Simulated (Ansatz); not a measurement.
## Run report: C$_{2}$H$_{8}$AlCl, phonon calculation

The run: phonon calculation of C$_{2}$H$_{8}$AlCl. Method and program: RKS PBE-D4/def2-SVP (Ansatz 0.2.0).

It belongs to a series of runs on one base structure; here: vibrations at the highest image of the band.

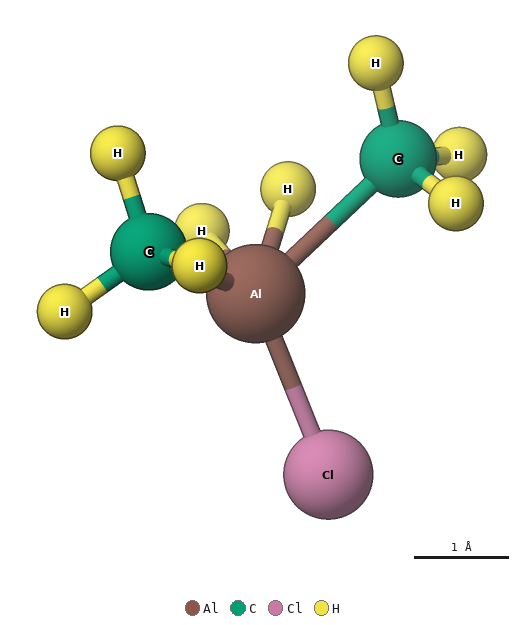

Figure 1. The structure as given in the input (ball-and-stick view, seen at a tilt). Sticks mark near contacts. Bond lengths as drawn: Al–C 1.95 to 2.13 Å, Al–Cl 2.13 Å, Al–H 1.67 to 1.76 Å and C–H 1.11 to 1.12 Å.

## Input file
```yaml
crystal:
  periodic: [false, false, false]
  atoms:
    - { symbol: Al, position_ang: [-0.615682, 0.341735, 0.28355] }
    - { symbol: C, position_ang: [1.369548, -0.171667, 0.858037] }
    - { symbol: C, position_ang: [-0.936269, 0.056123, -1.615967] }
    - { symbol: Cl, position_ang: [-1.237706, 2.064909, 1.36969] }
    - { symbol: H, position_ang: [0.078096, -0.845231, 1.231228] }
    - { symbol: H, position_ang: [-0.976712, -1.079699, 1.25386] }
    - { symbol: H, position_ang: [1.731221, 0.822428, 0.504555] }
    - { symbol: H, position_ang: [1.725227, -0.254784, 1.90491] }
    - { symbol: H, position_ang: [1.859687, -0.946818, 0.236125] }
    - { symbol: H, position_ang: [-2.014689, 0.130666, -1.863286] }
    - { symbol: H, position_ang: [-0.578137, -0.940858, -1.945519] }
    - { symbol: H, position_ang: [-0.404584, 0.823195, -2.217286] }
basis:
  gaussian: { orbitals: def2-SVP }
hamiltonian:
  xc: pbe
  dispersion: d4
phonons: {}
```

Command:
```bash
ansatz run input.yaml --threads 2 --pin off --max-ram 3072MiB --backend cpu --events-out ev --progress --plain --runs-dir out
```

## The program's output
```
Engine: ansatz 0.2.0, aarch64-unknown-linux-gnu
Functional definition: PBE
  parameter kappa = 0.804
  parameter beta = 0.06672455060314922
  exchange = pbe_x(kappa = kappa, mu = beta*pi^2/3)
  correlation = pbe_c(beta = beta)
1168 factors; their error is unknown
mean field evaluation 1: about -21291.2383 eV, gradient 7.4e1 eV
mean field evaluation 2: about -21267.8441 eV, gradient 1.1e2 eV
mean field evaluation 4: about -21304.7573 eV, gradient 6.3e0 eV
mean field evaluation 8: about -21304.8771 eV, gradient 1.8e-1 eV
mean field evaluation 16: about -21304.8250 eV, gradient 1.2e-4 eV
mean field -21304.82498708 eV, -782.9378773462 hartree, gradient 2.8e-5 eV, S^2 0.000000; 0 other end points of the search recorded, 0 dependent functions left out
the calculation of the forces begins
reference -21304.82502640 eV, -782.9378787913 hartree; 25, 25 occupied and 79, 79 virtual orbitals, 1168 factors
these checks for a lower state are left out or cut short: stability, starts, cluster_reference, orbital_swaps, neighbouring_geometries, increment
1168 factors; their error is unknown
mean field -21304.82494605 eV, -782.9378758382 hartree, gradient 1.6e-6 eV, S^2 0.000000; 0 other end points of the search recorded, 0 dependent functions left out
[... from here on the field's lines of each further geometry are left out, up to the last ...]
the calculation of the forces begins
reference -21304.82498746 eV, -782.9378773601 hartree; 25, 25 occupied and 79, 79 virtual orbitals, 1168 factors
these checks for a lower state are left out or cut short: stability, starts, cluster_reference, orbital_swaps, neighbouring_geometries, increment
1168 factors; their error is unknown
mean field evaluation 448: about -21304.8250 eV, gradient 1.9e-4 eV
mean field -21304.82495574 eV, -782.9378761945 hartree, gradient 1.1e-6 eV, S^2 0.000000; 0 other end points of the search recorded, 0 dependent functions left out
the calculation of the forces begins
reference -21304.82499506 eV, -782.9378776395 hartree; 25, 25 occupied and 79, 79 virtual orbitals, 1168 factors
WARN: phonons: modes at or below zero, which the zero-point energy, F, S and C_V leave out: 1, the lowest at -1178.28 cm⁻¹. A minimum has none, and a first-order saddle one
Total energy: -21305.05199152 eV, -782.9462196053 hartree
Atom 0 at    -0.615682     0.341735     0.283550 Å, force     0.000987    -0.003427    -0.004490 eV/Å
Atom 1 at     1.369548    -0.171667     0.858037 Å, force    -0.000184     0.002406    -0.007594 eV/Å
Atom 2 at    -0.936269     0.056123    -1.615967 Å, force     0.000549    -0.001139    -0.014498 eV/Å
Atom 3 at    -1.237706     2.064909     1.369690 Å, force    -0.000491     0.000165    -0.000059 eV/Å
Atom 4 at     0.078096    -0.845231     1.231228 Å, force     0.003999     0.000742     0.000834 eV/Å
Atom 5 at    -0.976712    -1.079699     1.253860 Å, force    -0.005638    -0.001185     0.003766 eV/Å
Atom 6 at     1.731221     0.822428     0.504555 Å, force     0.000058     0.002422     0.006439 eV/Å
Atom 7 at     1.725227    -0.254784     1.904910 Å, force     0.002459    -0.001974     0.001179 eV/Å
Atom 8 at     1.859687    -0.946818     0.236125 Å, force    -0.001769     0.000347     0.000224 eV/Å
Atom 9 at    -2.014689     0.130666    -1.863286 Å, force    -0.000167     0.001696     0.005627 eV/Å
Atom 10 at    -0.578137    -0.940858    -1.945519 Å, force    -0.001326    -0.000864     0.005547 eV/Å
Atom 11 at    -0.404584     0.823195    -2.217286 Å, force     0.001523     0.000811     0.003025 eV/Å
Dipole moment:     0.334629    -0.316230    -0.184921 e Å
Vibrations: -1178.28 61.01 99.25 136.71 148.33 195.79 400.73 435.94 496.15 606.83 655.44 688.51 703.37 708.67 1013.16 1165.29 1172.52 1193.52 1371.51 1376.33 1382.53 1406.42 1669.32 1951.86 2949.28 2973.11 3044.12 3069.24 3078.54 3093.11 cm⁻¹, zero-point energy 2.308994 eV
```

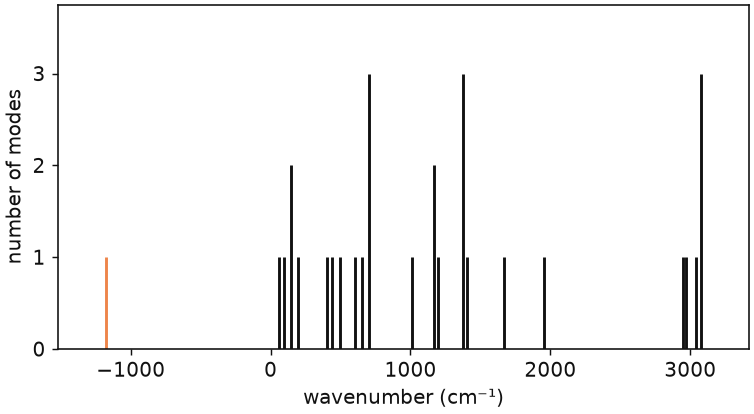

Figure 2. Harmonic vibrational wavenumbers from the force constants; neighbouring modes closer than 19 cm⁻¹ are counted in one stick, and imaginary ones are drawn at negative wavenumbers. 30 modes from 1178i to 3093 cm⁻¹, 1 imaginary beyond 8i (1178i cm⁻¹): a first-order saddle point, if the geometry is stationary.

## Results in brief

```tsv
quantity	value
outcome	converged
total energy	−21305.0520 eV
mean-field energy	−21304.8250 eV
largest force (length of the vector)	0.015 eV/Å
hardware	2 threads of Arm Neoverse V2, 24 GiB of memory available, shared host
wall time	70 s (CPU time 2.3 min)
peak memory	0.14 GiB
```
